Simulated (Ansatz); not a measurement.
The starting structures come from a database of crystals and need not be the phases stable at ambient conditions.

 Where the default PAW files enter, the runs use the earlier of Ansatz's two default sets.

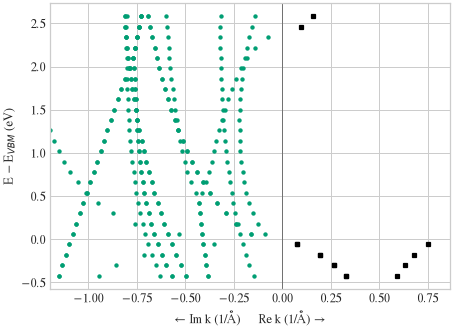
Figure. Complex bands at the centre of the two-dimensional zone; PBEsol (Ansatz, a first-principles code)

The gap is the functional's own. No spin-orbit coupling. Mid-gap values are interpolated on the energy grid.

This is MgTe(PbO$_{3}$)$_{2}$ (Fm-3m, not sure to be the ambient phase, 10 atoms a cell, 12.9 Å³ an atom, -2 GPa at this level) along the normal of (001). Read off the slowest decay at the centre of the two-dimensional zone at 1.14 eV, the computed energy nearest the middle of the gap.

κ ≈ 0.22 1/Å, a decay length 1/(2κ) of the density of 2.3 Å.
